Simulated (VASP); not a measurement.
Band structure of YSb (space group Fm-3m). Level of theory: r2SCAN+rVV10, VASP's PBE PAW potentials (set 64) (plane waves; VASP 6.6.1).

Unless said otherwise, spin-orbit coupling is left out, though it shifts the bands of the heavy elements here.

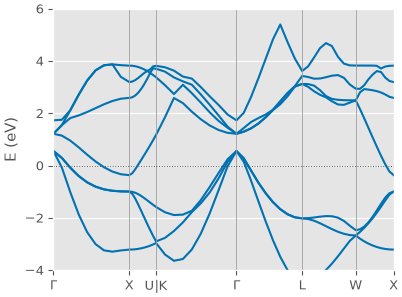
*Bands along high-symmetry lines, zero at the valence-band maximum or, without a gap, the Fermi level*

### Question
Read the plot: is there a gap, and where are the band edges?

### Answer
It has no gap at this level: it comes out as a metal or semimetal.

The structure comes from a measured YSb entry (Fm-3m) of the Crystallography Open Database, whose conditions weren't checked. The cell was not relaxed at this level.
